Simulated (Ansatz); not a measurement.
## Convergence study of the plane-wave cutoff for Ni2Ge (P3m1, 6 atoms in the cell)

```
CELL_PARAMETERS angstrom
      3.99175     0.00000     0.00000
     -1.99588     3.45696     0.00000
      0.00000     0.00000     5.03895
ATOMIC_POSITIONS crystal
  Ni 0.66667 0.33333 0.25992
  Ni 0.33333 0.66667 0.75000
  Ni 0.00000 0.00000 0.00000
  Ni 0.00000 0.00000 0.50000
  Ge 0.66667 0.33333 0.75000
  Ge 0.33333 0.66667 0.25000
```

Method: PBEsol, default PAW files made with PBE (plane waves; Ansatz, a first-principles code).

Base settings: basis.ecutwfc = 420 eV; kpoints.mp_grid.grid = 7 7 5; hamiltonian.xc = pbesol; hamiltonian.pseudopotentials = {kind: paw} (the program's default PAW files); scf.occupations.method = fermi_dirac; scf.occupations.width = 0.1 eV.

The second cell is the first with its lattice scaled by 0.98.

The mesh stays at the base's, so the ladder's end is converged at best in this setting alone.

The first pressure column holds Ansatz's estimate of the finite-basis (Pulay) stress, which hides part of the cutoff error; the other is without it.

Only quantities that move along the ladder and can be compared are tabulated.

The count of work is k-points × plane waves × bands × iterations; it is no time. 

The starting cell comes from a database of computed structures (which also holds hypothetical and non-ambient phases and stackings), without a prior relaxation at this level. Its lattice was rescaled by up to half a per cent. One atom was moved a little off its site on purpose. Spin polarisation is off.

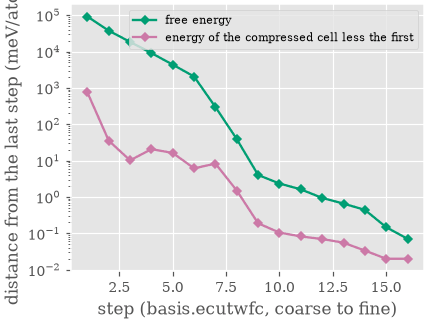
*Distance from the last step along the ladder; very small values are drawn at a floor.*

```csv
basis.ecutwfc,free energy less the last step's (meV/atom),energy of the compressed cell less the first (meV/atom),pressure (GPa),pressure without the Pulay estimate (GPa),largest difference of a force vector from the last step's (eV/Å),count of work / last
145 eV,91589.53,767.67,71.85,-4400.15,2.054,0.10
170 eV,37419.19,50.44,6.51,-2085.00,1.179,0.081
190 eV,18416.31,4.94,-14.16,-1147.95,0.189,0.11
210 eV,9052.90,-5.57,-2.14,-632.84,0.177,0.11
230 eV,4362.17,-1.13,-3.73,-344.10,0.094,0.12
250 eV,2050.08,21.23,2.33,-184.09,0.091,0.14
295 eV,297.03,23.39,-1.01,-38.92,0.016,0.16
335 eV,38.89,16.60,-2.44,-9.08,0.004,0.19
380 eV,4.02,15.29,-2.67,-3.12,0.001,0.23
420 eV,2.34,15.21,-2.69,-2.75,0.000,0.27
460 eV,1.62,15.18,-2.70,-2.78,0.000,0.30
505 eV,0.94,15.17,-2.70,-2.74,0.000,0.36
565 eV,0.66,15.16,-2.70,-2.72,0.000,0.42
630 eV,0.44,15.13,-2.71,-2.73,0.000,0.48
735 eV,0.15,15.12,-2.71,-2.72,0.000,0.61
840 eV,0.07,15.11,-2.71,-2.72,0.000,0.76
1010 eV,0.00,15.10,-2.71,-2.71,0.000,1.0
```

Coarsest basis.ecutwfc that holds the pressure within 0.2 GPa of the last step, with all finer ones: 380 eV, at 0.23 of the last step's count of work; the step before is off by 0.28 GPa.

Coarsest basis.ecutwfc that holds the pressure without the Pulay estimate within 0.2 GPa of the last step, with all finer ones: 420 eV, at 0.27 of the last step's count of work; the step before is off by 0.41 GPa.

Coarsest basis.ecutwfc that holds the forces within 0.005 eV/Å of the last step, with all finer ones: 335 eV, at 0.19 of the last step's count of work; the step before is off by 0.016 eV/Å.

The energy difference between the two cells stays within 1 meV/atom of the last step's from 380 eV on, the total only from 505 eV on: much of the error is common to both cells and cancels.

At the lowest cutoff the pressure without the Pulay estimate lies 4400 GPa under the last step's, the usual sign of Pulay stress in an incomplete plane-wave basis.

Keys are those of Ansatz 0.2.
